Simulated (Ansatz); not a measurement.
**ClGe$_{3}$H$_{7}$O: density, localisation and related maps**

```yaml
atoms:
  - { symbol: Ge, position_ang: [0.0456, 0.0650, -0.1830] }
  - { symbol: O, position_ang: [-0.0887, -0.3592, 1.5676] }
  - { symbol: H, position_ang: [-1.0248, -0.4270, 1.8373] }
  - { symbol: Ge, position_ang: [2.4412, -0.0505, -0.6596] }
  - { symbol: H, position_ang: [2.9615, -1.4597, -0.2875] }
  - { symbol: H, position_ang: [2.6567, 0.2062, -2.1726] }
  - { symbol: H, position_ang: [3.1997, 1.0289, 0.1554] }
  - { symbol: Ge, position_ang: [-1.2710, 2.0704, -0.7156] }
  - { symbol: H, position_ang: [-2.7349, 1.8463, -0.2497] }
  - { symbol: H, position_ang: [-0.6922, 3.3121, 0.0155] }
  - { symbol: H, position_ang: [-1.2546, 2.3217, -2.2455] }
  - { symbol: Cl, position_ang: [-0.9304, -1.5460, -1.3523] }
```

Method: RKS PBE/def2-SVP in Ansatz 0.2.0.

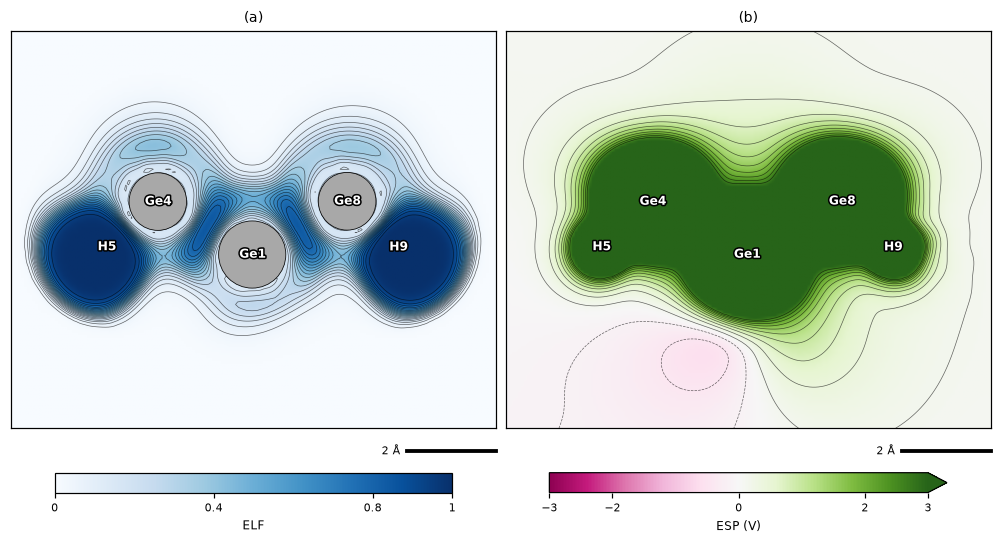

Figure 1. (a) ELF; (b) electrostatic potential on the plane of atoms Ge1, Ge8 and H9. Grey discs cover the atomic cores in the ELF map.

Interpret the plot.

Answer.
- The section cuts through Ge and H sites.
- Ge–Ge (2.45 Å): the ELF peaks at about 0.85 between the atoms: a covalent bond.
- Ge–H (1.55 Å): the ELF climbs to about 1 towards the hydrogen.
- Outside the dense part of the molecule the potential is most negative (−0.6 V) near O2, which lies off the plane.

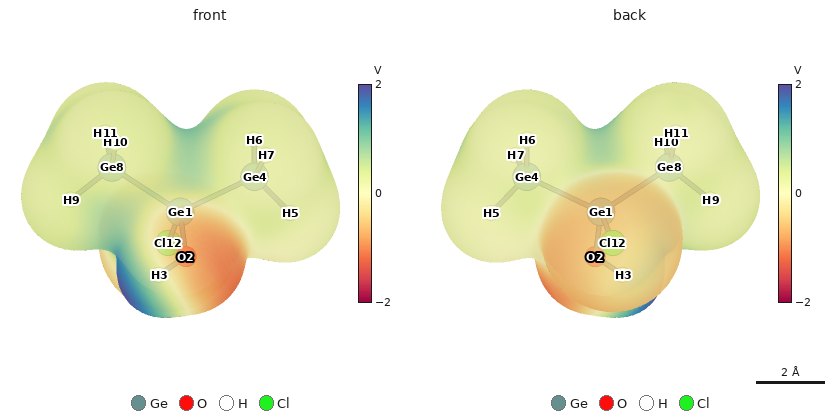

Figure 2. The molecular electrostatic potential painted on the density surface at 0.001 e/bohr³, seen from the front and from behind; the colour scale runs from red (negative) to blue (positive).

Which sites attract a positive test charge, and which a negative one?

Answer. A positive charge is drawn to the negative regions and a negative charge to the positive ones. The most negative region (about −1.1 V) lies over O2, the most positive (about +1.9 V) over H3. O2 is the likeliest acceptor of a hydrogen bond.

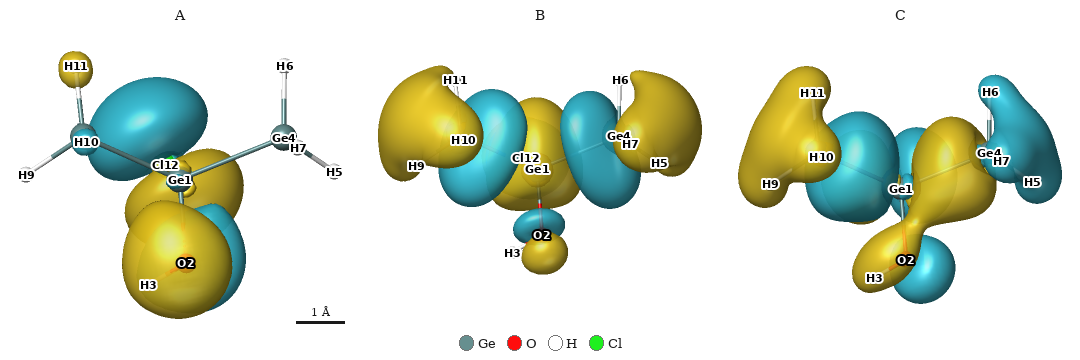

Figure 3. Three frontier orbitals at ±0.06 Å⁻³ᐟ² (yellow and cyan are the two phases), in no order.

Which picture is the HOMO−1, the HOMO and the LUMO?

Answer. A is the HOMO−1 (−7.06 eV). Its weight (Hirshfeld) is mainly on Cl12 (about 50 %) and O2 (about 40 %); largely a combination of lone pairs on Cl12 and O2. C is the HOMO (−6.36 eV). By Hirshfeld shares it lies mainly on Cl12 (about 25 %), Ge8 (about 20 %), Ge1 (about 15 %), O2 (about 15 %) and Ge4 (about 15 %). B is the LUMO (−1.48 eV). By Hirshfeld shares it lies mainly on Ge1 (about 25 %), Ge8 (about 20 %), Ge4 (about 20 %) and Cl12 (about 15 %).

What is the HOMO–LUMO gap?

Answer. 4.88 eV between the orbital energies.
